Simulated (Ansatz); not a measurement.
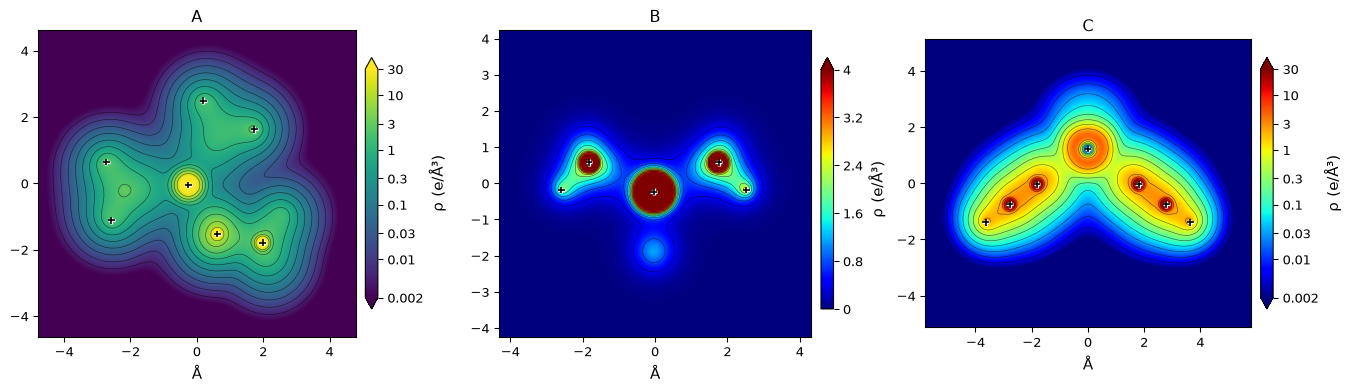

The total electron density of 3 systems, each on a plane through atoms (crosses mark nuclei in the plane).

The calculation used Ansatz 0.2.0, RKS PBE0-D4/def2-TZVPP.

System 1: C3H11AlOS (SMILES C[O][Al-]([CH3])([CH3])[SH2+]), the plane of atoms C1, O2 and Al3. Geometry: PBE0-D4/def2-TZVP.

```yaml
atoms:
  - { symbol: C, position_ang: [1.4067, 2.0197, 0.3763] }
  - { symbol: O, position_ang: [1.0601, 1.0109, -0.5134] }
  - { symbol: Al, position_ang: [0.1625, -0.4364, -0.2939] }
  - { symbol: C, position_ang: [-0.1703, -1.0326, 1.5498] }
  - { symbol: C, position_ang: [0.1718, -1.6684, -1.8109] }
  - { symbol: S, position_ang: [-2.1413, 0.7488, -0.7717] }
  - { symbol: H, position_ang: [1.2440, 1.7414, 1.4283] }
  - { symbol: H, position_ang: [0.8295, 2.9363, 0.1840] }
  - { symbol: H, position_ang: [2.4665, 2.2803, 0.2680] }
  - { symbol: H, position_ang: [-0.4320, -0.2143, 2.2285] }
  - { symbol: H, position_ang: [-0.9764, -1.7724, 1.6009] }
  - { symbol: H, position_ang: [0.7204, -1.5141, 1.9688] }
  - { symbol: H, position_ang: [0.1864, -1.1349, -2.7656] }
  - { symbol: H, position_ang: [1.0591, -2.3102, -1.7892] }
  - { symbol: H, position_ang: [-0.6972, -2.3348, -1.8132] }
  - { symbol: H, position_ang: [-1.9575, 1.6703, 0.1882] }
  - { symbol: H, position_ang: [-2.9513, 0.0099, 0.0053] }
```

System 2: C4H4O2Zr (SMILES C#[C][Zr]([OH])([OH])[C]#C), the plane of atoms C2, Zr3 and C6. Geometry: PBE0-D4/def2-TZVP; core potentials replace the inner electrons of Zr.

| atom | x (Å) | y (Å) | z (Å) |
| --- | --- | --- | --- |
| C | 0.5382 | -0.9304 | -2.9377 |
| C | 0.4096 | -0.7413 | -1.7438 |
| Zr | 0.1520 | -0.3446 | 0.4044 |
| O | -0.9865 | -1.6834 | 1.1291 |
| O | 1.8693 | -0.3176 | 1.2194 |
| C | -0.7953 | 1.6158 | 0.7175 |
| C | -1.3202 | 2.7033 | 0.8570 |
| H | 0.6493 | -1.0927 | -3.9864 |
| H | -1.3841 | -2.3978 | 1.6190 |
| H | 2.6490 | -0.4695 | 1.7461 |
| H | -1.7811 | 3.6584 | 0.9754 |

System 3: C2H8FGaS (SMILES [CH3][Ga-]([CH3])([F])[SH2+]), the plane of atoms C1, Ga2 and C3. Geometry: PBE0-D4/def2-TZVP.

```xyz
13

C    -1.3933   -1.1935    0.5620
Ga   -0.0943   -0.1028   -0.4300
C     1.7632   -0.4565   -0.9582
F    -0.8873    1.1206   -1.4902
S     0.2846    1.9227    1.2918
H    -0.9871   -1.5318    1.5178
H    -2.3083   -0.6274    0.7461
H    -1.6607   -2.0811   -0.0168
H     1.7909   -1.2135   -1.7461
H     2.3557   -0.8255   -0.1185
H     2.2309    0.4490   -1.3486
H    -0.1078    2.6480    0.2278
H    -0.9661    1.8571    1.7776
```

Question: Match each panel to its system.

Answer: Panel A is system 1, C3H11AlOS: the plane holds C, O, Al and H. C–O (1.39 Å): ρ at the midpoint is about 2.1 e/Å³, with its minimum of 1.8 e/Å³ about 0.5 Å from C. Panel B is system 3, C2H8FGaS: the plane holds C, Ga and H. C–Ga (1.96 Å): ρ at the midpoint is about 0.79 e/Å³. Panel C is system 2, C4H4O2Zr: the plane holds C, Zr and H. C–C (1.22 Å): ρ at the midpoint is about 2.9 e/Å³.
